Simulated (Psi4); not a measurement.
**UPKZB/def2-TZVPP run of SiH3O (SMILES [O][SiH3])**

What is the electrostatic solvation energy at fixed shape (C-PCM, n-heptane) of SiH3O at UPKZB/def2-TZVPP? 

Program for the calculation: Psi4 1.11.

2 further runs of the same task are left out: 2 set aside as unsound or not needed.

## (1) The structure to begin with

SiH3O: 5 atoms, total charge 0, spin state doublet. As SMILES, `[O][SiH3]`. The coordinates come from a GFN2-xTB relaxation.

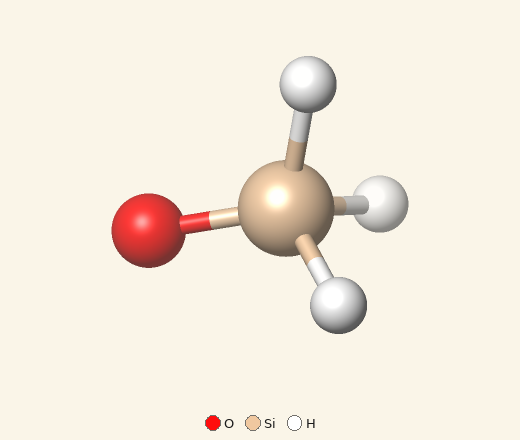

Viewed from a chosen angle; oxygen red, silicon light orange, hydrogen white.

## (2) Energy and one-electron properties at UPKZB/def2-TZVPP

Contents of job.py:

```python
import psi4

psi4.set_memory('1600 MB')
psi4.set_num_threads(1)
psi4.set_output_file('output.dat', False)

molecule = psi4.geometry("""
0 2
O     -1.416610     0.267850     0.690210
Si    -0.065850     0.007840     0.019870
H     -0.120650    -0.242400    -1.447490
H      0.685890    -1.159260     0.572930
H      0.917210     1.125960     0.164480
symmetry c1
""")

psi4.set_options({
    'basis': 'def2-TZVPP',
    'reference': 'uks',
    'scf_type': 'pk',
})

result, w = psi4.energy("pkzb", return_wfn=True)
psi4.oeprop(w, "DIPOLE", "WIBERG_LOWDIN_INDICES")
print(f'total energy {result:.8f} hartree = {result * 27.211386:.5f} eV')
```

On the command line:

```sh
$ python job.py
```

output.dat, shortened:

```text
[...]
  Running in c1 symmetry.
[...]
  Nuclear repulsion =   59.280886739717808
[...]
  Multiplicity = 2
[...]
  Nalpha       = 13
  Nbeta        = 12
[...]
    Number of basis functions: 115
[...]
   @UKS iter   1:  -365.70876800709908   -1.05268e-01   6.95633e-03 ADIIS/DIIS
[...]
   @UKS iter  20:  -365.98042254805432   -3.55464e-07   9.93407e-07 DIIS
[...]
   @S^2 Observed:                7.546205144E-01
[...]
    Orbital Energies [Eh]
    ---------------------
    Alpha Occupied:
       1A    -65.400853     2A    -18.799817     3A     -5.089305
       4A     -3.471394     5A     -3.470420     6A     -3.469201
       7A     -0.928538     8A     -0.488064     9A     -0.384459
      10A     -0.354878    11A     -0.347676    12A     -0.307965
      13A     -0.273627
    Alpha Virtual:
      14A     -0.008163    15A      0.037764    16A      0.045641
      17A      0.052687    18A      0.144565    19A      0.152021
      20A      0.184707    21A      0.203915    22A      0.208706
      23A      0.237221    24A      0.265858    25A      0.276168
[...]
  @UKS Final Energy:  -365.98042254805432
   => Energetics <=
    Nuclear Repulsion Energy =             59.2808867397178076
    One-Electron Energy =                -624.1535013968498333
    Two-Electron Energy =                 228.9950774375254809
    DFT Exchange-Correlation Energy =     -30.1028853284478402
    Empirical Dispersion Energy =           0.0000000000000000
    VV10 Nonlocal Energy =                  0.0000000000000000
    Total Energy =                       -365.9804225480543209
[...]
 Multipole Moments:
 ------------------------------------------------------------------------------------
     Multipole            Electronic (a.u.)      Nuclear  (a.u.)        Total (a.u.)
 ------------------------------------------------------------------------------------
 L = 1.  Multiply by 2.5417464519 to convert [e a0] to [Debye]
 Dipole X            :         -2.1898769            2.7713627            0.5814858
 Dipole Y            :          0.4910216           -0.5122806           -0.0212590
 Dipole Z            :          1.1845027           -1.3192028           -0.1347002
 Magnitude           :                                                    0.5972619
[...]
```

Standard output:

```text
total energy -365.98042255 hartree = -9958.83455 eV
```

Run time: 25 s. Hardware: 1 thread of Intel Xeon 6975P-C (Granite Rapids), shared host; peak memory 0.66 GiB.

## (3) Energy and one-electron properties at UPKZB/def2-TZVPP (C-PCM n-heptane)

Contents of h3osi.inp:

```
memory 1.6 GB

molecule {
  0 2
  O     -1.416610     0.267850     0.690210
  Si    -0.065850     0.007840     0.019870
  H     -0.120650    -0.242400    -1.447490
  H      0.685890    -1.159260     0.572930
  H      0.917210     1.125960     0.164480
  symmetry c1
}

set basis def2-TZVPP
set reference uks
set scf_type pk
set pcm true

pcm = {
  Units = Angstrom
  Medium {
    SolverType = CPCM
    Solvent = C7H16
  }
  Cavity {
    Type = GePol
    RadiiSet = UFF
    Scaling = False
    Area = 0.3
    Mode = Implicit
  }
}

e_tot, wfn = energy("pkzb", return_wfn=True)
oeprop(wfn, "DIPOLE", "WIBERG_LOWDIN_INDICES", title="PKZB")
```

On the command line:

```sh
$ psi4 h3osi.inp h3osi.out -n 1
```

h3osi.out, shortened:

```text
[...]
  Running in c1 symmetry.
[...]
  Nuclear repulsion =   59.280886739717808
[...]
  Multiplicity = 2
[...]
  Nalpha       = 13
  Nbeta        = 12
[...]
    Number of basis functions: 115
[...]
   @UKS iter   1:  -365.71587961846137   -1.11456e-01   6.96304e-03 ADIIS/DIIS
[...]
   @UKS iter  15:  -365.98236444311152   -3.29930e-07   6.84301e-07 DIIS
[...]
   @S^2 Observed:                7.547191880E-01
[...]
    Orbital Energies [Eh]
    ---------------------
    Alpha Occupied:
       1A    -65.397089     2A    -18.796146     3A     -5.085373
       4A     -3.467452     5A     -3.466508     6A     -3.465290
       7A     -0.925009     8A     -0.483689     9A     -0.380048
      10A     -0.352722    11A     -0.344648    12A     -0.303445
      13A     -0.270537
    Alpha Virtual:
      14A     -0.003183    15A      0.043515    16A      0.051312
      17A      0.057228    18A      0.150082    19A      0.155529
      20A      0.186397    21A      0.209568    22A      0.213138
      23A      0.243170    24A      0.269965    25A      0.278965
[...]
  @UKS Final Energy:  -365.98236444311152
   => Energetics <=
    Nuclear Repulsion Energy =             59.2808867397178076
    One-Electron Energy =                -624.1636290353947061
    Two-Electron Energy =                 229.0049372579897806
    DFT Exchange-Correlation Energy =     -30.1024284722606623
    Empirical Dispersion Energy =           0.0000000000000000
    VV10 Nonlocal Energy =                  0.0000000000000000
    PCM Polarization Energy =              -0.0021309331637921
    Total Energy =                       -365.9823644431115213
[...]
 Multipole Moments:
 ------------------------------------------------------------------------------------
     Multipole            Electronic (a.u.)      Nuclear  (a.u.)        Total (a.u.)
 ------------------------------------------------------------------------------------
 L = 1.  Multiply by 2.5417464519 to convert [e a0] to [Debye]
 Dipole X            :         -2.0828202            2.7713627            0.6885425
 Dipole Y            :          0.4854953           -0.5122806           -0.0267853
 Dipole Z            :          1.1669013           -1.3192028           -0.1523016
 Magnitude           :                                                    0.7056940
[...]
```

It took 22 s on 1 thread of Intel Xeon 6975P-C (Granite Rapids), shared host; peak memory 0.67 GiB.

## (4) Results

At UPKZB/def2-TZVPP:

| quantity | value |
| --- | --- |
| gas phase: total energy | -365.98042 Eh |
| gas phase: dipole moment | 1.52 D |
| gas phase: HOMO energy (highest over α and β) | -7.10 eV |
| gas phase: LUMO energy (lowest over α and β) | -6.70 eV |
| gas phase: ⟨S²⟩ | 0.755 |
| C-PCM, n-heptane: total energy | -365.98236 Eh |
| C-PCM, n-heptane: dipole moment | 1.79 D |
| C-PCM, n-heptane: HOMO energy (highest over α and β) | -7.02 eV |
| C-PCM, n-heptane: LUMO energy (lowest over α and β) | -6.63 eV |
| C-PCM, n-heptane: solvent term in the energy | -5.6 kJ/mol |
| C-PCM, n-heptane: ⟨S²⟩ | 0.755 |
| energy change from gas to solvent at fixed shape | -0.053 eV |

The solvent model (C-PCM, n-heptane) lowers the energy by 0.05 eV (−1.2 kcal/mol) at the same shape. It holds the electrostatic part alone, without cavity or dispersion terms.
